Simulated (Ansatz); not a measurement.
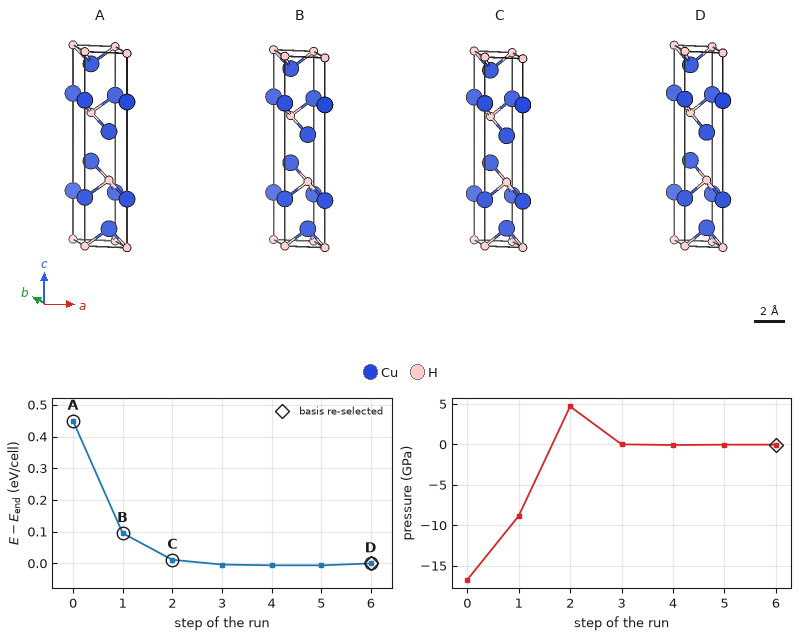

Frames of a relaxation of a crystal of Cu$_{2}$H (built on the cadmium chloride_166 type) (coarse preliminary run), marked on the history of the run. The picture is a ball-and-stick view of the conventional cell (3 times the calculation's cell), seen slightly off an axis. Lengths and directions refer to the drawn axes.

Case: cadmium chloride type (R-3m, No. 166).

Computed with DFT PBE, scalar-relativistic, plane waves, PAW (Ansatz). Settings: plane-wave cutoff 420 eV; k-point mesh 6 × 6 × 6; occupations gaussian; smearing width 0.1 eV; no spin polarisation; cell and atoms relaxed; force threshold 0.04 eV/Å; at most 70 steps.

Describe the path.

Over 5 accepted moves (6 points after the start) the energy falls by 0.449 eV per cell of the calculation. The largest force component goes from 0.18 to 0.00085 eV/Å. Pressure: −16.73 GPa at the start and −0.03 GPa at the end. At 1 point the geometry stayed and the basis and grid were re-selected for the new cell (energy shift of 6.1 meV per cell of the calculation at most each time). The largest moves relative to the cell, 0.062 Å, are those of Cu atoms. H stays in place. The drawn cell changes as follows: a = b 2.925 → 2.639 Å (−9.8 %), c 13.250 → 13.275 Å (+0.2 %); the volume changes by −18.4 %. Among the contacts that change: Cu–Cu 2.925 → 2.639 Å, Cu–Cu 2.780 → 2.585 Å, Cu–H 2.018 → 1.920 Å. Among the angles between lasting bonds that change: H–Cu–H 92.9° → 86.8°, Cu–H–Cu 92.9° → 86.8°, Cu–H–Cu 87.1° → 93.2°. The space group stays R-3m (No. 166). The run took 11 s on 1 thread of Intel(R) Xeon(R) Platinum 8375C CPU @ 2.90GHz (Ice Lake), on a shared host, peak memory 0.37 GiB. From step 0 to 1: Cu atoms move most (0.02 Å), volume −11.8 %, energy −0.354 eV per cell of the calculation. From step 1 to 2: Cu atoms move most (0.04 Å), volume −10.5 %, energy −84.0 meV per cell of the calculation. From step 2 to 6: volume +3.3 %, energy −11.4 meV per cell of the calculation.

```csv
step,"E − E(0), meV/atom","largest force component, eV/Å","pressure, GPa","volume, Å³/atom",note
0,0.00,0.1839,-16.73,10.906,
1,-118.01,0.1947,-8.84,9.621,
2,-146.02,0.1261,4.70,8.614,
3,-151.00,0.0527,0.01,8.892,
4,-151.81,0.0185,-0.07,8.898,
5,-151.85,0.0002,-0.03,8.895,
6,-149.81,0.0009,-0.03,8.895,"same geometry, new basis"
```
